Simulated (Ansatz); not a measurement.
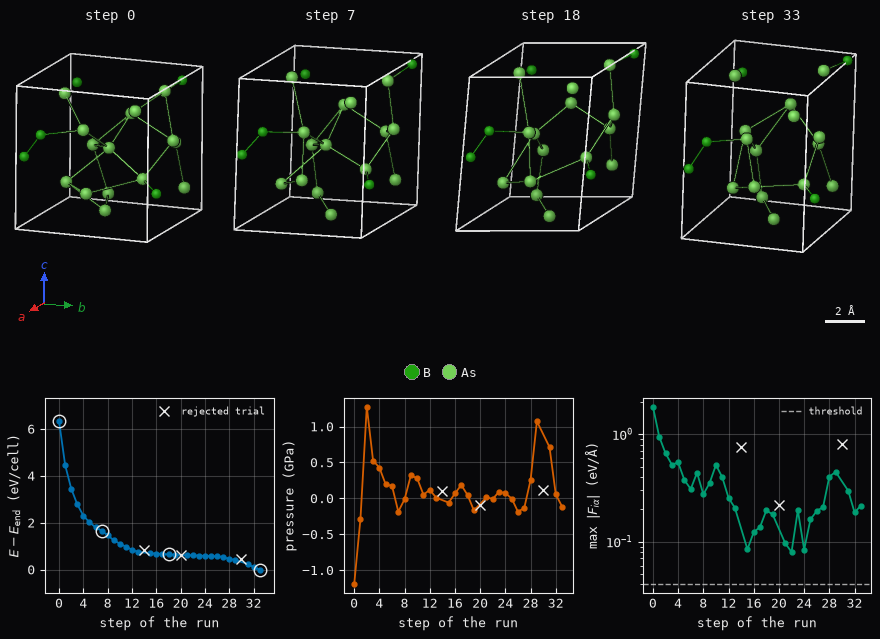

Frames of a relaxation of an amorphous cell of composition BAs3 (coarse preliminary run), marked on the history of the run. Style: ball-and-stick. Shown: the cell of the calculation (origin shifted), slightly off an axis.

Case: the last frame of the dynamics.

All numbers below come from DFT PBE, scalar-relativistic, plane waves, PAW in Ansatz 0.2.0. (plane-wave cutoff 420 eV; k-point mesh 2 × 2 × 2; occupations gaussian; smearing width 0.1 eV; mesh shifted by (0.5, 0.5, 0.5); no spin polarisation; cell and atoms relaxed; force threshold 0.04 eV/Å; at most 70 steps)

What happens along the run?

Answer. The run was cut off at its time limit before the relaxation converged, so the last structure is only a point on the way. The largest move relative to the cell is that of an As atom, 1.71 Å along [−1 −3 1]. Largest moves by element: As 1.71 Å, B 0.97 Å. The drawn cell changes as follows: a 7.116 → 7.271 Å (+2.2 %), b 7.459 → 7.075 Å (−5.2 %), c 7.561 → 8.175 Å (+8.1 %), β 91.2° → 97.7°, γ 88.1° → 81.6°; the volume changes by +2.8 %. Near-neighbour distances that change, for instance: As–As 2.487 → 4.913 Å, As–As 3.042 → 4.644 Å, As–B 2.790 → 4.290 Å, As–As 3.172 → 4.591 Å. New bonds form, among them: As–As (3.33 → 2.52 Å), As–As (3.41 → 2.49 Å), As–As (3.85 → 2.53 Å), As–B (2.82 → 2.27 Å). Bonds break, among them: As–As (2.49 → 4.91 Å), As–As (2.75 → 3.83 Å). Bond angles that change, for instance: As–As–As 102.8° → 138.7°, As–As–As 83.9° → 116.3°, B–As–B 143.0° → 114.2°. Over 30 accepted moves (33 points after the start) the energy falls by 6.319 eV per cell of the calculation. The largest force component goes from 1.8 to 0.22 eV/Å. Pressure: −1.20 GPa at the start and −0.11 GPa at the end. The line search rejected the trial steps at points 14, 20, 30 of the run. The run took 17 min on 2 threads of Intel(R) Xeon(R) Processor @ 2.50GHz (Skylake/Cascade Lake) (shared host), peak memory 0.93 GiB. From step 0 to 7: an As atom moves most (0.90 Å), volume +3.2 %, energy −4.660 eV per cell of the calculation. From step 7 to 18: an As atom moves most (1.02 Å), volume +4.1 %, energy −1.014 eV per cell of the calculation. From step 18 to 33: an As atom moves most (0.69 Å), volume −4.3 %, energy −0.645 eV per cell of the calculation.

Limits of the set-up: the periodic images lie only 7.1 Å apart, so the values are limited by the cell's size.
